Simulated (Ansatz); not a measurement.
**What a change does: single-point calculation on BSiPNH$_{7}$**

System: BSiPNH$_{7}$.
Method of the first run: RKS SPW92 (LDA)/def2-TZVPP (Ansatz 0.2.0).

The geometry comes from this level: PBE0-D4/def2-TZVP. Text and figures count atoms from 1; the logs count them from 0 in places.

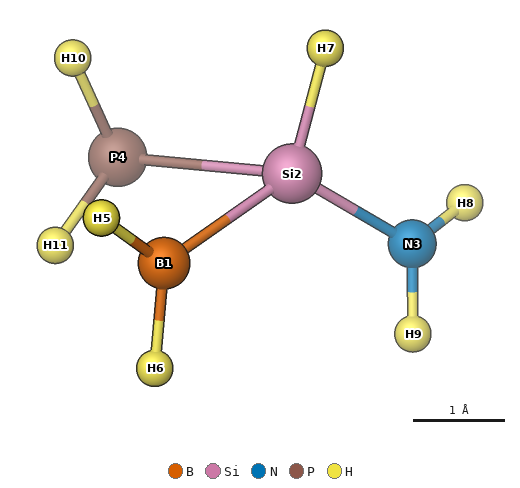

**Figure 1.** The input geometry (ball-and-stick view, seen at a tilt; atoms are numbered from 1 in the order of the input). Bond lengths as drawn: B–H 1.19 to 1.20 Å, B–Si 1.94 Å, H–N 1.01 Å, H–P 1.42 to 1.46 Å, H–Si 1.48 Å, N–Si 1.71 Å and P–Si 2.32 Å.

### Input file, the first run
```yaml
crystal:
  periodic: [false, false, false]
  atoms:
    - {symbol: B, position_ang: [-0.717732, 1.155314, -0.314324]}
    - {symbol: Si, position_ang: [0.636340, 0.006708, 0.458142]}
    - {symbol: N, position_ang: [0.333676, -0.927909, 1.852989]}
    - {symbol: P, position_ang: [-0.044927, -0.869591, -1.577097]}
    - {symbol: H, position_ang: [-0.423913, 2.084362, -1.004016]}
    - {symbol: H, position_ang: [-1.860593, 0.969659, -0.002323]}
    - {symbol: H, position_ang: [2.093724, 0.222398, 0.316831]}
    - {symbol: H, position_ang: [0.899265, -1.723468, 2.097724]}
    - {symbol: H, position_ang: [-0.598735, -0.999202, 2.224683]}
    - {symbol: H, position_ang: [0.865817, -0.087957, -2.333862]}
    - {symbol: H, position_ang: [-1.117422, 0.112684, -1.698247]}
basis:
  gaussian: {orbitals: def2-TZVPP}
hamiltonian: {xc: lda}
output: {orbitals: {seedname: orbitals}}
```

Launched with:
```bash
ansatz run in.yaml --threads 2 --pin off --events-out ev --progress --plain --max-ram 4352MiB
```

Hardware: 2 threads of Arm Neoverse V1, 23 GiB of memory available, shared host.

### Output (the first run)
```
Functional definition: SPW92
  exchange = slater_x
  correlation = pw_c
1312 factors; their error is unknown
mean field evaluation 1: about -19346.1497 eV, gradient 8.2e1 eV
mean field evaluation 2: about -19281.8223 eV, gradient 1.6e2 eV
mean field evaluation 4: about -19360.2501 eV, gradient 1.7e1 eV
mean field evaluation 8: about -19361.0917 eV, gradient 2.8e-1 eV
mean field evaluation 16: about -19361.0581 eV, gradient 4.3e-4 eV
mean field -19361.05814753 eV, -711.5057635251 hartree, gradient 4.4e-5 eV, S^2 0.000000; 0 other end points of the search recorded, 0 dependent functions left out
reference -19361.05819070 eV, -711.5057651117 hartree; 24, 24 occupied and 220, 220 virtual orbitals, 1312 factors
Total energy: -19361.05819070 eV, -711.5057651117 hartree
```

For the second run the input was changed thus:
```diff
-hamiltonian: {xc: lda}
+correlation: {method: ccsd_t}
```

Predict how the results change.

The total energies belong to different methods, so their difference says nothing on which is more stable or more accurate. The HOMO goes from −5.73 to −8.82 eV. The LUMO goes from −1.71 to 2.54 eV.

### Output (the second run)
```
Functional definition: HF
  exchange = exact_x
  correlation = 0
1401 factors; integrals over basis functions are off by at most 1.1e-3 eV
mean field evaluation 1: about -19395.5789 eV, gradient 3.6e1 eV
mean field evaluation 2: about -19395.8856 eV, gradient 3.6e1 eV
mean field evaluation 4: about -19399.3859 eV, gradient 3.9e0 eV
mean field evaluation 8: about -19399.4803 eV, gradient 3.8e-1 eV
mean field evaluation 16: about -19399.4822 eV, gradient 3.2e-6 eV
mean field -19399.48216946 eV, -712.9178202862 hartree, gradient 3.2e-6 eV, S^2 0.000000; 0 other end points of the search recorded, 0 dependent functions left out
12 core orbitals not correlated: weight in the atoms' cores, before any rotation towards them, 1.000 or more for the frozen orbitals, at most 0.000 for the correlated occupied ones
reference -19399.48216946 eV, -712.9178202862 hartree; 12, 12 occupied and 220, 220 virtual orbitals, 1401 factors
second order -16.76188007 eV of doubles, -0.00000000 eV of singles
cycle   1  -17.67300604 eV  change   -9.1e-1 eV  update   1.0e-1
cycle   2  -18.16324814 eV  change   -4.9e-1 eV  update   3.1e-2
cycle   3  -18.25212059 eV  change   -8.9e-2 eV  update   1.6e-2
cycle   4  -18.24321549 eV  change    8.9e-3 eV  update   5.5e-3
cycle   5  -18.24127955 eV  change    1.9e-3 eV  update   2.8e-3
cycle   6  -18.24119619 eV  change    8.3e-5 eV  update   9.8e-4
cycle   7  -18.24104284 eV  change    1.5e-4 eV  update   3.7e-4
cycle   8  -18.24118174 eV  change   -1.4e-4 eV  update   1.5e-4
cycle   9  -18.24122125 eV  change   -4.0e-5 eV  update   5.7e-5
cycle  10  -18.24118858 eV  change    3.3e-5 eV  update   2.3e-5
cycle  11  -18.24120189 eV  change   -1.3e-5 eV  update   9.8e-6
perturbative correction -0.78832053 eV, -0.0289702453 hartree
Total energy: -19418.51169188 eV, -713.6171423367 hartree
```

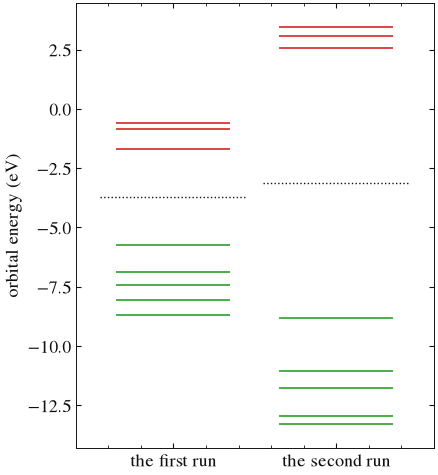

**Figure 2.** The five highest filled and three lowest empty orbital energies of the two runs; the dotted lines part filled from empty levels. The HOMO–LUMO gap is 4.02 eV in the first run and 11.37 eV in the second run.

### The two runs side by side

| quantity | the first run | the second run |
| --- | --- | --- |
| outcome | converged | converged |
| total energy (hartree) | −711.505765 | −713.617142 |
| HOMO (eV) | −5.73 | −8.82 |
| LUMO (eV) | −1.71 | 2.54 |
| basis functions | 244 | 244 |
| wall time (shared host) | 2 s | 9.5 min |
